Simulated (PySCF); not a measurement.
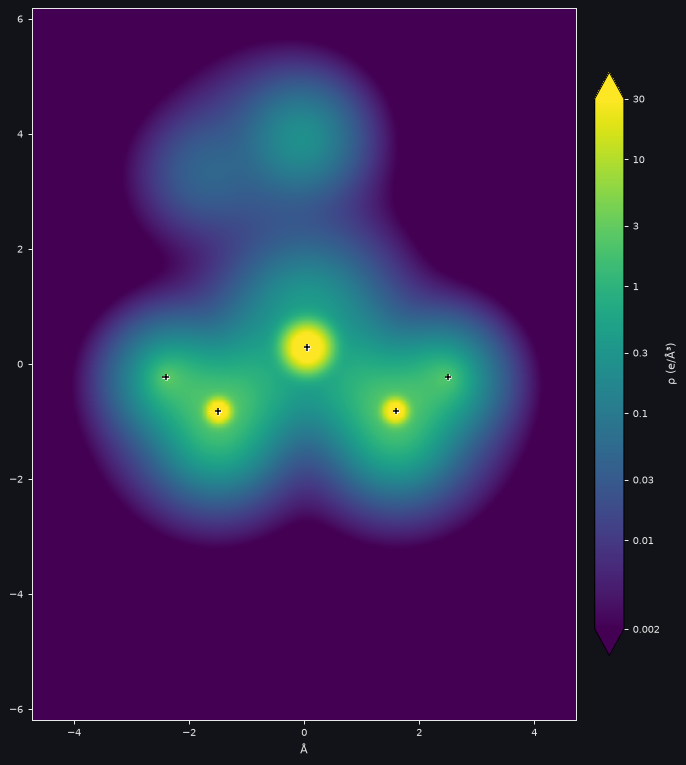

The total electron density on a plane through atoms (crosses mark nuclei in the plane).

The calculation used PBE0/def2-SVPD, SCF density, gas phase in PySCF.

Candidates:
A. C2H11PSi2 (SMILES C[SiH](C)[SiH2]P)
B. C4H4B2ClF (SMILES FC1=CB(Cl)C=CB1)

### Which system is this?

Candidate A: C2H11PSi2 on the plane of atoms Si2, C1 and H6, which holds C, Si and H. C–Si (1.90 Å): the density is about 0.91 e/Å³ at the midpoint. C–H (1.09 Å): ρ is about 1.9 e/Å³ halfway.
